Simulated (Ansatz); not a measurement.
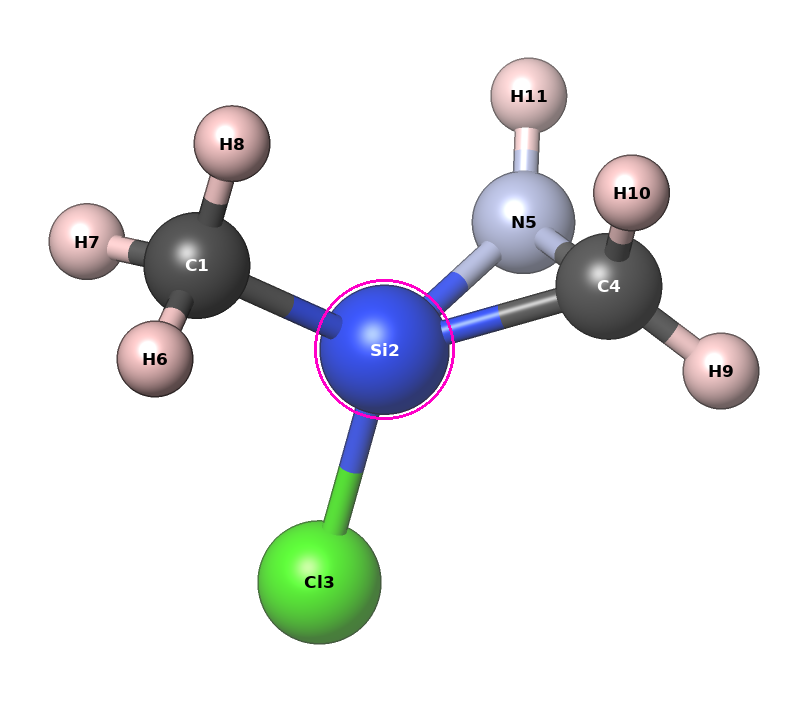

Distant atoms are faded towards the background colour. Circles mark the stereogenic atoms. The computed structure is the end point of a PBE-D4/def2-SVP optimisation. No frequency run is at hand to confirm it as a minimum.

> Give the R/S and E/Z labels.

Si2: S (priorities Cl3 > N5 > C4 > C1).

> Write the isomeric SMILES.

C[Si@]1(Cl)CN1
